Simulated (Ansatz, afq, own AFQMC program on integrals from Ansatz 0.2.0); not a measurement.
# CHAl+ (quartet): AFQMC on the coupled-cluster ladder, cc-pVDZ

Aim: compute CHAl+ (quartet) with auxiliary-field quantum Monte Carlo on the same integrals as coupled cluster, and set the energies side by side.

Computed with Ansatz 0.2.0, Gaussian basis, and an in-house AFQMC program (afq) on its integrals; all values are calculated. Level: cc-pVDZ, frozen cores.

Plan: PBE (unrestricted); r2SCAN (unrestricted); PBE0 (unrestricted); B3LYP (unrestricted); wB97M-V (unrestricted); B2PLYP (unrestricted); CCSD(T) on UHF; CCSDT(Q) on UHF; Phaseless AFQMC, single-determinant trial on UHF; Free-projection AFQMC, CISD trial on UHF.

4 further runs of the same task are left out: 4 that didn't finish.

## 1. The system

The geometry is a PBE0/def2-TZVP stationary point (not a proven minimum) of the parent state, kept for this charge and spin.

3 atoms, charge 1, spin multiplicity 4.

Atoms are counted from 1 here; the program's logs count them from 0.

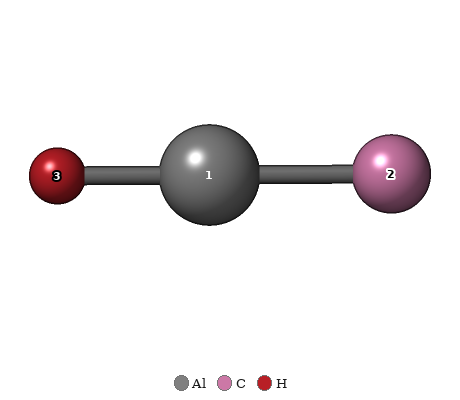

The geometry (aluminium grey, carbon pink, hydrogen red); atoms are numbered from 1 in the order of the file.

## 2. PBE (unrestricted)

in.yaml reads:

```yaml
crystal:
  periodic: [false, false, false]
  atoms:
    - {symbol: Al, position_ang: [0.000000, 0.000000, 0.105100]}
    - {symbol: C, position_ang: [0.000000, 0.000000, -1.811100]}
    - {symbol: H, position_ang: [0.000000, 0.000000, 1.706000]}
basis:
  gaussian: {orbitals: cc-pVDZ}
total_charge: 1
magnetization: {spin_polarized: true, initial_magnetization: 3}
hamiltonian: {xc: {name: PBE}}
output: {orbitals: {seedname: orbitals}}
```

Run with:

```console
ansatz run in.yaml --threads 1 --pin off --events-out ev --progress --plain --max-ram 1382MiB
```

The log of the run:

```text
Functional definition: PBE
  name "PBE"
  cite "Perdew, Burke & Ernzerhof, Phys. Rev. Lett. 77, 3865 (1996) doi:10.1103/PhysRevLett.77.3865"
  parent pbe
  parameter kappa = 0.804
  parameter beta = 0.06672455060314922
  exchange = pbe_x(kappa = kappa, mu = beta*pi^2/3)
  correlation = pbe_c(beta = beta)
357 factors; integrals over basis functions are off by at most 9.9e-4 eV
mean field evaluation 1: about -7618.3316 eV, gradient 3.9e1 eV
mean field evaluation 2: about -7552.8350 eV, gradient 6.8e1 eV
mean field evaluation 4: about -7630.1950 eV, gradient 6.4e0 eV
mean field evaluation 8: about -7630.6715 eV, gradient 1.9e-1 eV
mean field evaluation 16: about -7630.6719 eV, gradient 5.8e-6 eV
mean field -7630.67191366 eV, -280.4220205718 hartree, gradient 5.8e-6 eV, S^2 3.751117; 0 other end points of the search recorded, 0 dependent functions left out
reference -7630.67195194 eV, -280.4220219786 hartree; 11, 8 occupied and 26, 29 virtual orbitals, 357 factors
Total energy: -7630.67195194 eV, -280.4220219786 hartree
```

Wall time 0.63 s (1 thread of Arm Neoverse V2, shared host).

From the report: ⟨S²⟩ of the determinant 3.751 (pure quartet: 3.75).

## 3. r2SCAN (unrestricted)

Changes to in.yaml since step 2:

```diff
@@ -10,3 +10,2 @@
 magnetization: {spin_polarized: true, initial_magnetization: 3}
-hamiltonian: {xc: {name: PBE}}
-output: {orbitals: {seedname: orbitals}}
+hamiltonian: {xc: {name: r2SCAN}}
```

The command is unchanged.

The log of the run:

```text
Functional definition: r2SCAN
  name "r2SCAN"
  cite "Furness, Kaplan, Ning, Perdew & Sun, J. Phys. Chem. Lett. 11, 8208 (2020) doi:10.1021/acs.jpclett.0c02405"
  cite "Furness, Kaplan, Ning, Perdew & Sun, J. Phys. Chem. Lett. 11, 9248 (2020) doi:10.1021/acs.jpclett.0c03077"
  parent r2scan
  parameter k0 = 0.174
  parameter k1 = 0.065
  parameter a1 = 4.9479
  exchange = r2scan_x(k0 = k0, k1 = k1, a1 = a1)
  correlation = r2scan_c
357 factors; integrals over basis functions are off by at most 9.9e-4 eV
mean field evaluation 1: about -7626.4196 eV, gradient 3.2e1 eV
mean field evaluation 2: about -7580.8024 eV, gradient 6.1e1 eV
mean field evaluation 4: about -7634.7162 eV, gradient 1.5e0 eV
mean field evaluation 8: about -7634.7435 eV, gradient 8.6e-2 eV
mean field evaluation 16: about -7634.7436 eV, gradient 1.0e-5 eV
mean field -7634.74358827 eV, -280.5716518538 hartree, gradient 1.1e-5 eV, S^2 3.752252; 0 other end points of the search recorded, 0 dependent functions left out
reference -7634.74360156 eV, -280.5716523422 hartree; 11, 8 occupied and 26, 29 virtual orbitals, 357 factors
Total energy: -7634.74360156 eV, -280.5716523422 hartree
```

It took 1.5 s on 1 thread of Arm Neoverse V2, shared host.

From the report: ⟨S²⟩ of the determinant 3.752 (pure quartet: 3.75).

## 4. PBE0 (unrestricted)

Changes to in.yaml since step 3:

```diff
@@ -10,2 +10,3 @@
 magnetization: {spin_polarized: true, initial_magnetization: 3}
-hamiltonian: {xc: {name: r2SCAN}}
+hamiltonian: {xc: {name: PBE0}}
+output: {orbitals: {seedname: orbitals}}
```

The command is unchanged.

The log of the run:

```text
Functional definition: PBE0
  name "PBE0"
  cite "Adamo & Barone, J. Chem. Phys. 110, 6158 (1999) doi:10.1063/1.478522"
  cite "Perdew, Burke & Ernzerhof, Phys. Rev. Lett. 77, 3865 (1996) doi:10.1103/PhysRevLett.77.3865"
  parent pbe
  parameter a = 0.25
  parameter kappa = 0.804
  parameter beta = 0.06672455060314922
  exchange = (1 - a)*pbe_x(kappa = kappa, mu = beta*pi^2/3) + a*exact_x
  correlation = pbe_c(beta = beta)
357 factors; integrals over basis functions are off by at most 9.9e-4 eV
mean field evaluation 1: about -7625.2722 eV, gradient 2.8e1 eV
mean field evaluation 2: about -7602.8639 eV, gradient 5.2e1 eV
mean field evaluation 4: about -7631.4673 eV, gradient 8.9e-1 eV
mean field evaluation 8: about -7631.5142 eV, gradient 1.1e-1 eV
mean field evaluation 16: about -7631.5145 eV, gradient 2.0e-4 eV
mean field -7631.51452306 eV, -280.4529858961 hartree, gradient 1.6e-5 eV, S^2 3.751535; 0 other end points of the search recorded, 0 dependent functions left out
reference -7631.51455119 eV, -280.4529869300 hartree; 11, 8 occupied and 26, 29 virtual orbitals, 357 factors
Total energy: -7631.51455119 eV, -280.4529869300 hartree
```

Wall time 0.9 s (1 thread of Arm Neoverse V2, shared host).

From the report: ⟨S²⟩ of the determinant 3.752 (pure quartet: 3.75).

## 5. B3LYP (unrestricted)

Changes to in.yaml since step 4:

```diff
@@ -10,3 +10,2 @@
 magnetization: {spin_polarized: true, initial_magnetization: 3}
-hamiltonian: {xc: {name: PBE0}}
-output: {orbitals: {seedname: orbitals}}
+hamiltonian: {xc: {name: B3LYP}}
```

The command is unchanged.

The log of the run, shortened:

```text
Functional definition: B3LYP
  name "B3LYP"
  cite "Stephens, Devlin, Chabalowski & Frisch, J. Phys. Chem. 98, 11623 (1994) doi:10.1021/j100096a001"
  cite "Becke, Phys. Rev. A 38, 3098 (1988) doi:10.1103/PhysRevA.38.3098"
  cite "Lee, Yang & Parr, Phys. Rev. B 37, 785 (1988) doi:10.1103/PhysRevB.37.785"
  cite "Vosko, Wilk & Nusair, Can. J. Phys. 58, 1200 (1980) doi:10.1139/p80-159"
[...]
357 factors; integrals over basis functions are off by at most 9.9e-4 eV
[...]
mean field -7636.44380795 eV, -280.6341337745 hartree, gradient 2.1e-5 eV, S^2 3.752105; 0 other end points of the search recorded, 0 dependent functions left out
reference -7636.44401216 eV, -280.6341412793 hartree; 11, 8 occupied and 26, 29 virtual orbitals, 357 factors
Total energy: -7636.44401216 eV, -280.6341412793 hartree
```

Run time: 0.84 s. Hardware: 1 thread of Arm Neoverse V2, shared host.

From the report: ⟨S²⟩ of the determinant 3.752 (pure quartet: 3.75).

## 6. wB97M-V (unrestricted)

Changes to in.yaml since step 5:

```diff
@@ -10,2 +10,3 @@
 magnetization: {spin_polarized: true, initial_magnetization: 3}
-hamiltonian: {xc: {name: B3LYP}}
+hamiltonian: {xc: {name: wB97M-V}}
+output: {orbitals: {seedname: orbitals}}
```

Same command.

The log of the run, shortened:

```text
Functional definition: wB97M-V
  name "wB97M-V"
  cite "Mardirossian & Head-Gordon, J. Chem. Phys. 144, 214110 (2016) doi:10.1063/1.4952647"
  cite "Becke, J. Chem. Phys. 107, 8554 (1997) doi:10.1063/1.475007"
  cite "Vydrov & Van Voorhis, J. Chem. Phys. 133, 244103 (2010) doi:10.1063/1.3521275"
  # Of w^i u^j: cxij and so on, Table III.
[...]
  gx(w, u) = 1 - cx + cx01*u + cx10*w
  gss(w, u) = css00 + css04*u^4 + css10*w + css20*w^2 + css43*w^4*u^3
  gos(w, u) = cos00 + cos10*w + (cos20 + cos21*u)*w^2 + (cos60 + cos61*u)*w^6
[...]
      + integral(e_c_pw_mod_opposite_spin*gos(b97_w_opposite, b97_u_opposite)) + vv10(b, c)
357 factors; integrals over basis functions are off by at most 9.9e-4 eV
125 factors; integrals over basis functions are off by at most 1.9e-5 eV
[...]
mean field -7635.09589493 eV, -280.5845988850 hartree, gradient 5.2e-5 eV, S^2 3.752366; 0 other end points of the search recorded, 0 dependent functions left out
reference -7635.09593332 eV, -280.5846002954 hartree; 11, 8 occupied and 26, 29 virtual orbitals, 357 factors
Total energy: -7635.09593332 eV, -280.5846002954 hartree
```

Wall time 3.4 s (1 thread of Arm Neoverse V2, shared host).

From the report: ⟨S²⟩ of the determinant 3.752 (pure quartet: 3.75).

## 7. B2PLYP (unrestricted)

Changes to in.yaml since step 6:

```diff
@@ -10,3 +10,3 @@
 magnetization: {spin_polarized: true, initial_magnetization: 3}
-hamiltonian: {xc: {name: wB97M-V}}
-output: {orbitals: {seedname: orbitals}}
+hamiltonian: {xc: {name: B2PLYP}}
+correlation: {electrons: outside_noble_gas}
```

The command is unchanged.

The log of the run, shortened:

```text
Functional definition: B2PLYP
  name "B2PLYP"
  cite "Grimme, J. Chem. Phys. 124, 034108 (2006) doi:10.1063/1.2148954"
  cite "Becke, Phys. Rev. A 38, 3098 (1988) doi:10.1103/PhysRevA.38.3098"
  cite "Lee, Yang & Parr, Phys. Rev. B 37, 785 (1988) doi:10.1103/PhysRevB.37.785"
[...]
357 factors; integrals over basis functions are off by at most 9.9e-4 eV
[...]
mean field -7630.72780818 eV, -280.4240746574 hartree, gradient 6.9e-6 eV, S^2 3.752913; 0 other end points of the search recorded, 0 dependent functions left out
6 core orbitals not correlated: weight in the atoms' cores, before any rotation towards them, 1.000 or more for the frozen orbitals, at most 0.000 for the correlated occupied ones
reference -7630.72793576 eV, -280.4240793460 hartree; 5, 2 occupied and 26, 29 virtual orbitals, 357 factors
second order -3.44585172 eV of doubles, -0.00000000 eV of singles
Total energy: -7631.65831572 eV, -280.4582701791 hartree
```

Run time: 0.96 s. Hardware: 1 thread of Arm Neoverse V2, shared host.

From the report: ⟨S²⟩ of the determinant 3.753 (pure quartet: 3.75).

## 8. CCSD(T) on UHF

Changes to in.yaml since step 7:

```diff
@@ -10,3 +10,2 @@
 magnetization: {spin_polarized: true, initial_magnetization: 3}
-hamiltonian: {xc: {name: B2PLYP}}
-correlation: {electrons: outside_noble_gas}
+correlation: {method: ccsd_t, electrons: outside_noble_gas, hamiltonian_folder: ham}
```

The command is unchanged.

The log of the run, shortened:

```text
Functional definition: HF
  name "HF"
  cite "Fock, Z. Phys. 61, 126 (1930) doi:10.1007/BF01340294"
  parent pbe
[...]
357 factors; integrals over basis functions are off by at most 9.9e-4 eV
[...]
mean field -7617.82906097 eV, -279.9500544406 hartree, gradient 2.2e-6 eV, S^2 3.753039; 0 other end points of the search recorded, 0 dependent functions left out
6 core orbitals not correlated: weight in the atoms' cores, before any rotation towards them, 1.000 or more for the frozen orbitals, at most 0.000 for the correlated occupied ones
reference -7617.82906097 eV, -279.9500544406 hartree; 5, 2 occupied and 26, 29 virtual orbitals, 357 factors
second order -2.60838668 eV of doubles, -0.00000000 eV of singles
cycle   1  -3.10083756 eV  change   -4.9e-1 eV  update   6.1e-2
[...]
cycle  11  -3.34616337 eV  change   -2.6e-6 eV  update   8.5e-6
perturbative correction -0.08365443 eV, -0.0030742437 hartree
Total energy: -7621.25887877 eV, -280.0760979199 hartree
```

It took 0.45 s on 1 thread of Arm Neoverse V2, shared host.

From the report: ⟨S²⟩ of the determinant 3.753 (pure quartet: 3.75); correlation -3.4298 eV; T1 0.028; largest double amplitude 0.06.

This run also writes the integrals to the folder ham.

## 9. CCSDT(Q) on UHF

Changes to in.yaml since step 8:

```diff
@@ -10,2 +10,2 @@
 magnetization: {spin_polarized: true, initial_magnetization: 3}
-correlation: {method: ccsd_t, electrons: outside_noble_gas, hamiltonian_folder: ham}
+correlation: {method: ccsdt_q, electrons: outside_noble_gas}
```

Launched as before.

The log of the run, shortened:

```text
Functional definition: HF
  name "HF"
  cite "Fock, Z. Phys. 61, 126 (1930) doi:10.1007/BF01340294"
  parent pbe
[...]
662 factors; integrals over basis functions are off by at most 2.1e-7 eV
[...]
mean field -7617.82909883 eV, -279.9500558322 hartree, gradient 2.3e-6 eV, S^2 3.753039; 0 other end points of the search recorded, 0 dependent functions left out
6 core orbitals not correlated: weight in the atoms' cores, before any rotation towards them, 1.000 or more for the frozen orbitals, at most 0.000 for the correlated occupied ones
reference -7617.82909883 eV, -279.9500558322 hartree; 5, 2 occupied and 26, 29 virtual orbitals, 662 factors
second order -2.60840316 eV of doubles, -0.00000000 eV of singles
cycle   1  -3.10084151 eV  change   -4.9e-1 eV  update   6.5e-2
[...]
cycle  18  -3.45781599 eV  change    2.5e-7 eV  update   4.4e-7
perturbative correction -0.00526676 eV, -0.0001935500 hartree
Total energy: -7621.29218159 eV, -280.0773217759 hartree
```

Wall time 3.4 s (1 thread of Arm Neoverse V2, shared host).

From the report: ⟨S²⟩ of the determinant 3.753 (pure quartet: 3.75); correlation -3.4631 eV; T1 0.031; largest double amplitude 0.07.

## 10. Phaseless AFQMC, single-determinant trial on UHF

It reads the integrals that the CCSD(T) run on this determinant wrote.

Run with:

```console
afq ham --method phaseless --trial hf --walkers 120 --populations 1 --least-time 40 --time-step 0.005 --steps-per-block 20 --equilibration-blocks 112 --max-blocks 600 --target-error 0.0009600000000000001 --factor-cut 1e-05 --start spin_pure --seed 503 --taylor-order 6
```

The log of the run:

```text
orbitals 31  electrons 5 2  factors 221 of 357
reference energy -279.95005444 Eh
CCSD correlation -0.12296917 Eh in 12 cycles, weight of the determinant in the CISD state 0.9139
energy of the start -279.950087 Eh
 block  time / (1/Eh)  mean weight  energy / Eh
     1     0.100  1.0010  -279.970685
     2     0.200  1.0005  -279.989812
     3     0.300  1.0014  -280.004044
     4     0.400  1.0010  -280.015267
     5     0.500  1.0001  -280.025018
     6     0.600  1.0014  -280.032806
     7     0.700  1.0005  -280.033644
     8     0.800  0.9999  -280.034587
     9     0.900  1.0013  -280.043176
    10     1.000  1.0009  -280.048957
    18     1.800  1.0010  -280.055416
    35     3.500  1.0000  -280.066946
    52     5.200  0.9986  -280.086931
    69     6.900  1.0004  -280.070607
    86     8.600  1.0002  -280.053436
   103    10.300  0.9985  -280.078223
   120    12.000  0.9996  -280.087720
   137    13.700  0.9997  -280.076596
   154    15.400  0.9998  -280.097282
   171    17.100  0.9998  -280.093104
   188    18.800  1.0015  -280.072435
   205    20.500  1.0005  -280.080263
   222    22.200  1.0011  -280.076856
   239    23.900  0.9977  -280.081764
   256    25.600  0.9997  -280.080378
   273    27.300  0.9989  -280.072618
   290    29.000  0.9993  -280.067031
   307    30.700  1.0008  -280.065738
   324    32.400  0.9993  -280.075269
   341    34.100  1.0015  -280.093881
   358    35.800  0.9996  -280.085364
   375    37.500  1.0002  -280.072448
   392    39.200  1.0002  -280.092298
   409    40.900  0.9991  -280.080971
   426    42.600  1.0002  -280.081468
   443    44.300  1.0014  -280.066722
   460    46.000  1.0004  -280.086450
   477    47.700  1.0009  -280.088070
   494    49.400  0.9994  -280.099423
   511    51.100  1.0001  -280.086107
   528    52.800  0.9988  -280.078362
   545    54.500  1.0002  -280.073236
   562    56.200  1.0011  -280.079748
   579    57.900  1.0001  -280.087582
   596    59.600  0.9990  -280.074111
   613    61.300  1.0003  -280.087004
   630    63.000  1.0005  -280.064613
   647    64.700  1.0000  -280.068462
   664    66.400  1.0004  -280.079723
   681    68.100  1.0000  -280.075196
   698    69.800  0.9995  -280.071775
blocks merged  error / Eh  count
     1  0.000442  600
     2  0.000594  300
     4  0.000785  150
     8  0.001013  75
    16  0.001196  37
    32  0.001456  18
    64  0.001546  9
energy -280.078523 +/- 0.001456 Eh
```

Run time: 2.6 min. Hardware: 1 thread of Arm Neoverse V2, shared host.

Energy -7621.3249 ± 0.0396 eV. Caveats: constraint bias not in the error; error above the target.

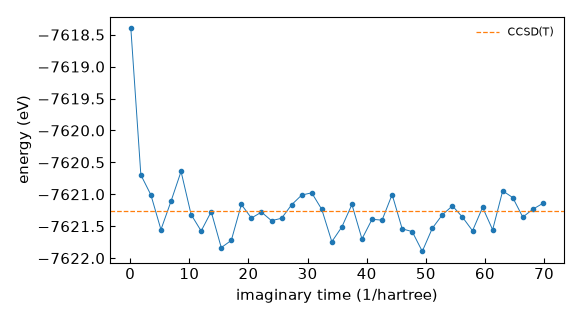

Block energies along the walk.

## 11. Free-projection AFQMC, CISD trial on UHF

It reads the integrals that the CCSD(T) run on this determinant wrote.

Run with:

```console
afq ham --method free --trial cisd --walkers 60 --time-step 0.03 --max-blocks 80 --target-error 0.00032 --factor-cut 1e-05 --seed 3763 --times 0,0.3,0.6,1.2,1.8,2.4,3.6,4.8,6 --taylor-order 8
```

The log of the run:

```text
orbitals 31  electrons 5 2  factors 221 of 357
reference energy -279.95005444 Eh
CCSD correlation -0.12296917 Eh in 12 cycles, weight of the determinant in the CISD state 0.9139
repeat  energy at the last time / Eh  error
    10  -280.077365  0.001005
    20  -280.077296  0.000573
    30  -280.076824  0.000444
    40  -280.076831  0.000356
    50  -280.076863  0.000320
time / (1/Eh)  energy / Eh  error  mean overlap
  0.00  -280.073008  0.000055  1.0945
  0.30  -280.075031  0.000103  1.0927
  0.60  -280.076041  0.000118  1.0884
  1.20  -280.076543  0.000140  1.0878
  1.80  -280.077005  0.000151  1.0685
  2.40  -280.077227  0.000185  1.0672
  3.60  -280.077307  0.000257  1.0793
  4.80  -280.077371  0.000271  1.1008
  6.00  -280.076827  0.000314  1.1275
energy -280.076827 +/- 0.000314 Eh
```

Wall time 94 s (1 thread of Arm Neoverse V2, shared host).

Energy -7621.2787 ± 0.0085 eV. Caveats: remainder of the start not in the error.

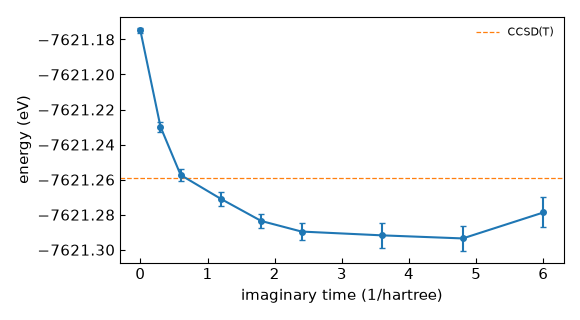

Energy against projection time, with error bars.

## 12. AFQMC on the ladder

On the UHF determinant, counted from CCSDT(Q) (a yardstick, not exact):

```csv
level,energy (eV),from CCSDT(Q) (kJ/mol),statistical error (kJ/mol),time
HF,-7617.8291,+334.1,,
MP2,-7620.4374,+82.5,,
CCSD,-7621.1752,+11.3,,
CCSD(T),-7621.2589,+3.2,,
CCSDT(Q),-7621.2922,0.0,,
"Phaseless AFQMC, single-determinant trial, step 0.005, 120 walkers",-7621.3249,-3.2,3.8,2.6 min
"Free-projection AFQMC, CISD trial, step 0.03, 60 walkers",-7621.2787,+1.3,0.8,94 s
```

The functionals' totals stand on their own zeros and serve differences with other points: PBE -7630.672 eV; r2SCAN -7634.744 eV; PBE0 -7631.515 eV; B3LYP -7636.444 eV; wB97M-V -7635.096 eV; B2PLYP -7631.658 eV.

## 13. Summary of results

| quantity | value |
| --- | --- |
| CCSD(T) on UHF from CCSDT(Q) | +3.2 kJ/mol |
| Phaseless AFQMC, single-determinant trial on UHF from CCSDT(Q) | -3.2 ± 3.8 kJ/mol |
| Free-projection AFQMC, CISD trial on UHF from CCSDT(Q) | +1.3 ± 0.8 kJ/mol |

What this shows: Free projection has no constraint; at the last time it gives +1.3 ± 0.8 kJ/mol, and from a start that isn't spin pure other spins can mix in. Error bars are statistical and leave out the constraint, the time step and what remains of the start.
